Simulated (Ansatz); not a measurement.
# GaClF (doublet): one geometry, many settings

What do other methods and options give for GaClF (doublet) at this geometry, and how long do they take?

Method: the settings change from run to run; program: Ansatz 0.2.0, Gaussian basis.

44 further runs of the same task are left out: 16 for a known fault of the program, 12 that didn't finish, 16 set aside as unsound or not needed. Runs told in other sessions of the task aren't counted.

## 1. The geometry

The geometry is a PBE0/def2-TZVP stationary point (not a proven minimum) of the parent state, kept for this charge and spin. No spin-orbit coupling is included. The filled d shell of Ga may be among the frozen orbitals whatever the setting's name suggests.

3 atoms, charge 0, spin multiplicity 2.

Atoms are counted from 1 here; the program's logs count them from 0.

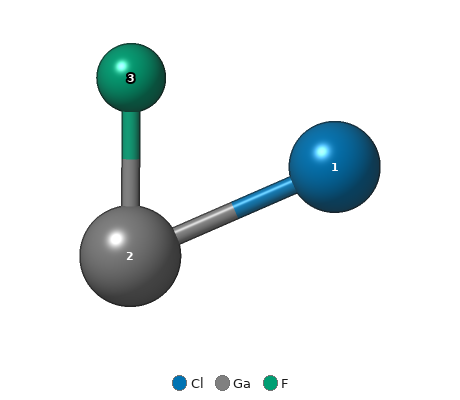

The geometry (chlorine blue, gallium grey, fluorine teal); atoms are numbered from 1 in the order of the file.

## 2. CCSD on UHF/cc-pVDZ

in.yaml reads:

```yaml
crystal:
  periodic: [false, false, false]
  atoms:
    - {symbol: Cl, position_ang: [0.000000, 0.223736, 1.567027]}
    - {symbol: Ga, position_ang: [0.000000, 0.282224, -0.779302]}
    - {symbol: F, position_ang: [0.000000, -1.453259, -0.064245]}
basis:
  gaussian: {orbitals: cc-pVDZ}
magnetization: {spin_polarized: true, initial_magnetization: 1}
correlation: {method: ccsd, electrons: outside_noble_gas}
```

Run with:

```console
$ ansatz run in.yaml --threads 1 --pin off --events-out ev --progress --plain --max-ram 2393MiB
```

Log, shortened:

```text
Functional definition: HF
  name "HF"
  cite "Fock, Z. Phys. 61, 126 (1930) doi:10.1007/BF01340294"
  parent pbe
[...]
654 factors; integrals over basis functions are off by at most 4.5e-4 eV
[...]
mean field -67542.97701731 eV, -2482.1586231119 hartree, gradient 3.8e-6 eV, S^2 0.782816; 14 other end points of the search recorded, 0 dependent functions left out
determinant -67542.97701731 eV, -2482.1586231119 hartree, with singles and doubles -67553.54436083 eV, -2482.5469658234 hartree
determinant -67542.83899725 eV, -2482.1535509683 hartree, with singles and doubles -67553.49450186 eV, -2482.5451335403 hartree
determinant -67542.81192864 eV, -2482.1525562151 hartree, with singles and doubles -67553.58220491 eV, -2482.5483565680 hartree
determinant -67541.88589029 eV, -2482.1185249334 hartree, with singles and doubles -67552.27777073 eV, -2482.5004194959 hartree
determinant -67540.91418807 eV, -2482.0828155356 hartree, with singles and doubles -67550.54437362 eV, -2482.4367183270 hartree
determinant -67540.23818079 eV, -2482.0579727262 hartree, with singles and doubles -67550.12594184 eV, -2482.4213412428 hartree
determinant -67542.97701731 eV, -2482.1586231119 hartree, with singles and doubles -67553.58882056 eV, -2482.5485996884 hartree
determinant -67542.83899725 eV, -2482.1535509683 hartree, with singles and doubles -67553.57362743 eV, -2482.5480413514 hartree
determinant -67542.81192864 eV, -2482.1525562151 hartree, with singles and doubles -67553.59873714 eV, -2482.5489641160 hartree
20 core orbitals not correlated, not the lowest: weight in the atoms' cores, before any rotation towards them, 0.970 or more for the frozen orbitals, at most 0.028 for the correlated occupied ones
reference -67542.81192863 eV, -2482.1525562148 hartree; 9, 8 occupied and 30, 31 virtual orbitals, 654 factors
second order -10.09801568 eV of doubles, -0.00000000 eV of singles
cycle   1  -10.78680080 eV  change    7.7e-6 eV  update   6.3e-5
cycle   2  -10.78679391 eV  change    6.9e-6 eV  update   1.6e-5
Total energy: -67553.59872253 eV, -2482.5489635793 hartree
```

Wall time 37 s (1 thread of Arm Neoverse V1, shared host).

From the report: ⟨S²⟩ of the determinant 0.787 (pure doublet: 0.75); correlation -10.7868 eV; T1 0.044; largest double amplitude 0.07.

## 3. BCCD(T) on ROHF/STO-3G

in.yaml reads:

```yaml
crystal:
  periodic: [false, false, false]
  atoms:
    - {symbol: Cl, position_ang: [0.000000, 0.223736, 1.567027]}
    - {symbol: Ga, position_ang: [0.000000, 0.282224, -0.779302]}
    - {symbol: F, position_ang: [0.000000, -1.453259, -0.064245]}
basis:
  gaussian: {orbitals: STO-3G}
magnetization: {spin_polarized: false, initial_magnetization: 1}
correlation: {method: bccd_t, electrons: valence}
output: {forces: true}
```

Launched as before.

Log, shortened:

```text
Functional definition: HF
  name "HF"
  cite "Fock, Z. Phys. 61, 126 (1930) doi:10.1007/BF01340294"
  parent pbe
[...]
346 factors; integrals over basis functions are off by at most 3.7e-5 eV
[...]
mean field -66765.83069923 eV, -2453.5990226913 hartree, gradient 9.1e-6 eV, S^2 0.750000; 11 other end points of the search recorded, 0 dependent functions left out
[...]
determinant -66765.83069923 eV, -2453.5990226913 hartree, with singles and doubles -66768.12215649 eV, -2453.6832321923 hartree
determinant -66765.67555990 eV, -2453.5933214259 hartree, with singles and doubles -66767.99601185 eV, -2453.6785964625 hartree
determinant -66765.83069923 eV, -2453.5990226913 hartree, with singles and doubles -66768.12606680 eV, -2453.6833758934 hartree
determinant -66765.67555990 eV, -2453.5933214259 hartree, with singles and doubles -66767.99969376 eV, -2453.6787317699 hartree
[...]
15 core orbitals not correlated: weight in the atoms' cores, before any rotation towards them, 0.999 or more for the frozen orbitals, at most 0.000 for the correlated occupied ones
reference -66765.83069923 eV, -2453.5990226913 hartree; 14, 13 occupied and 3, 4 virtual orbitals, 346 factors
second order -1.85311137 eV of doubles, -0.00039741 eV of singles
cycle   1  -2.17860857 eV  change    1.2e-1 eV  update   4.3e-2
[...]
cycle  39  -2.17941631 eV  change   -1.7e-8 eV  update   2.2e-8
perturbative correction -0.41832904 eV, -0.0153733088 hartree
[...]
Total energy: -66768.42844458 eV, -2453.6944880721 hartree
Atom 0 at     0.000000     0.223736     1.567027 Å, force     0.000000     2.895015     0.737579 eV/Å
Atom 1 at     0.000000     0.282224    -0.779302 Å, force    -0.000000    -2.632256     3.092985 eV/Å
Atom 2 at     0.000000    -1.453259    -0.064245 Å, force    -0.000000    -0.262759    -3.830565 eV/Å
Dipole moment:    -0.000000    -0.108341    -0.487445 e Å
```

It took 11 s on 1 thread of Arm Neoverse V1, shared host.

From the report: correlation -2.5977 eV; largest double amplitude 0.09.

## 4. BCCD(T) on ROHF/cc-pVDZ

Edit in.yaml of step 3 so:

```diff
@@ -7,5 +7,4 @@
 basis:
-  gaussian: {orbitals: STO-3G}
+  gaussian: {orbitals: cc-pVDZ}
 magnetization: {spin_polarized: false, initial_magnetization: 1}
-correlation: {method: bccd_t, electrons: valence}
-output: {forces: true}
+correlation: {method: bccd_t, electrons: outside_noble_gas, diis_vectors: 12}
```

Launched as before.

Log, shortened:

```text
Functional definition: HF
  name "HF"
  cite "Fock, Z. Phys. 61, 126 (1930) doi:10.1007/BF01340294"
  parent pbe
[...]
654 factors; integrals over basis functions are off by at most 4.5e-4 eV
[...]
mean field -67542.87192202 eV, -2482.1547609315 hartree, gradient 2.6e-6 eV, S^2 0.750000; 8 other end points of the search recorded, 0 dependent functions left out
[...]
determinant -67542.87192202 eV, -2482.1547609315 hartree, with singles and doubles -67553.50374760 eV, -2482.5454733149 hartree
determinant -67542.69067190 eV, -2482.1481001124 hartree, with singles and doubles -67553.47922478 eV, -2482.5445721180 hartree
determinant -67542.57569578 eV, -2482.1438748179 hartree, with singles and doubles -67553.58594628 eV, -2482.5484940608 hartree
determinant -67541.77240734 eV, -2482.1143545120 hartree, with singles and doubles -67552.27497659 eV, -2482.5003168132 hartree
determinant -67542.87192202 eV, -2482.1547609315 hartree, with singles and doubles -67553.57273150 eV, -2482.5480084266 hartree
determinant -67542.69067190 eV, -2482.1481001124 hartree, with singles and doubles -67553.57028582 eV, -2482.5479185492 hartree
determinant -67542.57569578 eV, -2482.1438748179 hartree, with singles and doubles -67553.58937468 eV, -2482.5486200521 hartree
[...]
20 core orbitals not correlated, not the lowest: weight in the atoms' cores, before any rotation towards them, 0.968 or more for the frozen orbitals, at most 0.032 for the correlated occupied ones
reference -67542.57569578 eV, -2482.1438748180 hartree; 9, 8 occupied and 30, 31 virtual orbitals, 654 factors
second order -10.36608700 eV of doubles, -0.11919739 eV of singles
cycle   1  -10.95862245 eV  change    5.5e-2 eV  update   2.6e-2
[...]
cycle  18  -10.97128088 eV  change    1.5e-5 eV  update   7.8e-6
perturbative correction -0.34726872 eV, -0.0127618900 hartree
Total energy: -67553.89424538 eV, -2482.5598238438 hartree
```

Wall time 26 s (1 thread of Arm Neoverse V1, shared host).

From the report: correlation -11.3185 eV; largest double amplitude 0.06.

## 5. BCCD on UHF/cc-pVDZ

Edit in.yaml of step 4 so:

```diff
@@ -8,3 +8,4 @@
   gaussian: {orbitals: cc-pVDZ}
-magnetization: {spin_polarized: false, initial_magnetization: 1}
-correlation: {method: bccd_t, electrons: outside_noble_gas, diis_vectors: 12}
+magnetization: {spin_polarized: true, initial_magnetization: 1}
+correlation: {method: bccd, electrons: outside_noble_gas}
+output: {forces: true}
```

Launched as before.

Log, shortened:

```text
Functional definition: HF
  name "HF"
  cite "Fock, Z. Phys. 61, 126 (1930) doi:10.1007/BF01340294"
  parent pbe
[...]
654 factors; integrals over basis functions are off by at most 4.5e-4 eV
[...]
mean field -67542.97701731 eV, -2482.1586231119 hartree, gradient 3.8e-6 eV, S^2 0.782816; 14 other end points of the search recorded, 0 dependent functions left out
determinant -67542.97701731 eV, -2482.1586231119 hartree, with singles and doubles -67553.54436083 eV, -2482.5469658234 hartree
determinant -67542.83899725 eV, -2482.1535509683 hartree, with singles and doubles -67553.49450186 eV, -2482.5451335403 hartree
determinant -67542.81192864 eV, -2482.1525562151 hartree, with singles and doubles -67553.58220491 eV, -2482.5483565680 hartree
determinant -67541.88589029 eV, -2482.1185249334 hartree, with singles and doubles -67552.27777073 eV, -2482.5004194959 hartree
[...]
determinant -67542.81192864 eV, -2482.1525562151 hartree, with singles and doubles -67553.59873714 eV, -2482.5489641160 hartree
20 core orbitals not correlated, not the lowest: weight in the atoms' cores, before any rotation towards them, 0.970 or more for the frozen orbitals, at most 0.028 for the correlated occupied ones
reference -67542.81192863 eV, -2482.1525562148 hartree; 9, 8 occupied and 30, 31 virtual orbitals, 654 factors
second order -10.09801568 eV of doubles, -0.00000000 eV of singles
cycle   1  -10.72318480 eV  change    6.4e-2 eV  update   3.3e-2
[...]
cycle  22  -10.73679345 eV  change   -3.5e-7 eV  update   1.7e-6
[...]
Total energy: -67553.54872208 eV, -2482.5471260964 hartree
Atom 0 at     0.000000     0.223736     1.567027 Å, force    -0.000000     1.395353     1.233221 eV/Å
Atom 1 at     0.000000     0.282224    -0.779302 Å, force     0.000000    -1.340431     0.672202 eV/Å
Atom 2 at     0.000000    -1.453259    -0.064245 Å, force    -0.000000    -0.054922    -1.905424 eV/Å
Dipole moment:     0.000000     0.499213    -0.539571 e Å
```

Wall time 48 s (1 thread of Arm Neoverse V1, shared host).

From the report: ⟨S²⟩ of the determinant 0.787 (pure doublet: 0.75); correlation -10.7368 eV; largest double amplitude 0.06.

## 6. BCCD(T) on ROHF/cc-pVDZ

Edit in.yaml of step 5 so:

```diff
@@ -8,4 +8,4 @@
   gaussian: {orbitals: cc-pVDZ}
-magnetization: {spin_polarized: true, initial_magnetization: 1}
-correlation: {method: bccd, electrons: outside_noble_gas}
-output: {forces: true}
+magnetization: {spin_polarized: false, initial_magnetization: 1}
+correlation: {method: bccd_t, electrons: outside_noble_gas}
+accuracy: high
```

Launched as before.

Log, shortened:

```text
Functional definition: HF
  name "HF"
  cite "Fock, Z. Phys. 61, 126 (1930) doi:10.1007/BF01340294"
  parent pbe
[...]
1232 factors; integrals over basis functions are off by at most 4.4e-9 eV
[...]
mean field -67542.87223344 eV, -2482.1547723756 hartree, gradient 1.3e-8 eV, S^2 0.750000; 8 other end points of the search recorded, 0 dependent functions left out
[...]
determinant -67542.87223344 eV, -2482.1547723756 hartree, with singles and doubles -67553.50409318 eV, -2482.5454860146 hartree
determinant -67542.69096177 eV, -2482.1481107649 hartree, with singles and doubles -67553.47954085 eV, -2482.5445837332 hartree
determinant -67542.57598903 eV, -2482.1438855944 hartree, with singles and doubles -67553.58627752 eV, -2482.5485062334 hartree
determinant -67541.77271702 eV, -2482.1143658925 hartree, with singles and doubles -67552.27532166 eV, -2482.5003294942 hartree
determinant -67542.87223344 eV, -2482.1547723756 hartree, with singles and doubles -67553.57306923 eV, -2482.5480208376 hartree
determinant -67542.69096177 eV, -2482.1481107649 hartree, with singles and doubles -67553.57061254 eV, -2482.5479305560 hartree
determinant -67542.57598903 eV, -2482.1438855944 hartree, with singles and doubles -67553.58970607 eV, -2482.5486322305 hartree
[...]
20 core orbitals not correlated, not the lowest: weight in the atoms' cores, before any rotation towards them, 0.968 or more for the frozen orbitals, at most 0.032 for the correlated occupied ones
reference -67542.57598903 eV, -2482.1438855945 hartree; 9, 8 occupied and 30, 31 virtual orbitals, 1232 factors
second order -10.36612358 eV of doubles, -0.11919648 eV of singles
cycle   1  -10.95866127 eV  change    5.5e-2 eV  update   2.6e-2
[...]
cycle  37  -10.97132561 eV  change  -3.3e-11 eV  update   1.2e-9
perturbative correction -0.34726620 eV, -0.0127617975 hartree
Total energy: -67553.89458084 eV, -2482.5598361714 hartree
```

It took 40 s on 1 thread of Arm Neoverse V1, shared host; peak memory 0.26 GiB.

From the report: correlation -11.3186 eV; largest double amplitude 0.06.

## 7. CCSD on ROHF/cc-pVDZ

Edit in.yaml of step 6 so:

```diff
@@ -9,3 +9,4 @@
 magnetization: {spin_polarized: false, initial_magnetization: 1}
-correlation: {method: bccd_t, electrons: outside_noble_gas}
+correlation: {method: ccsd, electrons: outside_noble_gas, diis_vectors: 4}
 accuracy: high
+scf: {lower_state_search: light}
```

The command is unchanged.

Log, shortened:

```text
Functional definition: HF
  name "HF"
  cite "Fock, Z. Phys. 61, 126 (1930) doi:10.1007/BF01340294"
  parent pbe
[...]
1232 factors; integrals over basis functions are off by at most 4.4e-9 eV
[...]
mean field -67542.87223344 eV, -2482.1547723756 hartree, gradient 1.3e-8 eV, S^2 0.750000; 8 other end points of the search recorded, 0 dependent functions left out
[...]
determinant -67542.87223344 eV, -2482.1547723756 hartree, with singles and doubles -67553.50409318 eV, -2482.5454860146 hartree
determinant -67542.69096177 eV, -2482.1481107649 hartree, with singles and doubles -67553.47954085 eV, -2482.5445837332 hartree
determinant -67542.57598903 eV, -2482.1438855944 hartree, with singles and doubles -67553.58627752 eV, -2482.5485062334 hartree
determinant -67541.77271702 eV, -2482.1143658925 hartree, with singles and doubles -67552.27532166 eV, -2482.5003294942 hartree
determinant -67542.87223344 eV, -2482.1547723756 hartree, with singles and doubles -67553.57306923 eV, -2482.5480208376 hartree
determinant -67542.69096177 eV, -2482.1481107649 hartree, with singles and doubles -67553.57061254 eV, -2482.5479305560 hartree
determinant -67542.57598903 eV, -2482.1438855944 hartree, with singles and doubles -67553.58970607 eV, -2482.5486322305 hartree
20 core orbitals not correlated, not the lowest: weight in the atoms' cores, before any rotation towards them, 0.968 or more for the frozen orbitals, at most 0.032 for the correlated occupied ones
reference -67542.57598903 eV, -2482.1438855945 hartree; 9, 8 occupied and 30, 31 virtual orbitals, 1232 factors
second order -10.36612358 eV of doubles, -0.11919648 eV of singles
cycle   1  -11.01372326 eV  change   -6.2e-6 eV  update   3.7e-6
[...]
cycle  22  -11.01372356 eV  change    1.7e-9 eV  update   2.0e-9
Total energy: -67553.58971259 eV, -2482.5486324701 hartree
```

Run time: 34 s. Hardware: 1 thread of Arm Neoverse V1, shared host.

From the report: correlation -11.0137 eV; T1 0.034; largest double amplitude 0.07.

## 8. All runs side by side

Where basis and cores are those of an earlier UCCSDT(Q)/cc-pVDZ run (-67553.9605 eV), and the records show the same count of frozen orbitals and kind of state, the miss against it is given; a blank cell means that this couldn't be shown.

| level | correlated | functions | energy (eV) | from UCCSDT(Q) (meV) | time |
| --- | --- | --- | --- | --- | --- |
| CCSD on UHF/cc-pVDZ | outside noble gas | 59 | -67553.5987 | 361.7 | 37 s |
| BCCD(T) on ROHF/STO-3G | valence | 32 | -66768.4284 |  | 11 s |
| BCCD(T) on ROHF/cc-pVDZ | outside noble gas | 59 | -67553.8942 | 66.2 | 26 s |
| BCCD on UHF/cc-pVDZ | outside noble gas | 59 | -67553.5487 | 411.7 | 48 s |
| BCCD(T) on ROHF/cc-pVDZ | outside noble gas | 59 | -67553.8946 | 65.9 | 40 s |
| CCSD on ROHF/cc-pVDZ | outside noble gas | 59 | -67553.5897 | 370.8 | 34 s |

## 9. What came out

```
quantity                         value
    runs                             6
quickest  BCCD(T) on ROHF/STO-3G, 11 s
 slowest     BCCD on UHF/cc-pVDZ, 48 s
```

**Reading.** Total energies in different bases, with other cores or another treatment of relativity can't be set against each other. «valence» and «outside noble gas» are the program's key words; the logs give how many orbitals each freezes, and for Ga to Kr the 3d shell needn't follow the word's plain sense. BCCD on UHF/cc-pVDZ took 4 times as long as BCCD(T) on ROHF/STO-3G; the jobs differ in more than the method. Among the correlated runs with a miss given, it spans +66 to +412 meV.
